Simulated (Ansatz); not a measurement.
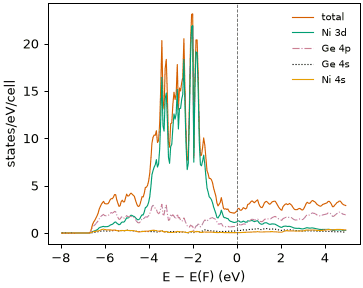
Total and projected density of states of NiGe in space group Pnma (No. 62; Ni on 4c, Ge on 4c), LDA in the plane-wave PAW code Ansatz

### Question
Which orbitals carry the states next to the Fermi level?

### Answer
Within 0.5 eV of the Fermi level: Ni 3d 52 %, Ge 4p 33 %, Ge 4s 10 %. Projections are on Löwdin-orthogonalised atomic valence shells; empty p or d shells of many metals are not among them.

### Question
Where is the tallest occupied peak in this window, and what makes it?

### Answer
Near -2.0 eV, about 23 states/eV per cell; the largest projected share is Ni 3d.

The LDA relaxation kept the symmetry of its start. No spin polarisation was allowed. Scalar-relativistic: spin–orbit coupling is off unless named, which matters more the heavier the elements.

Potentials: the later of the program's two PAW sets.
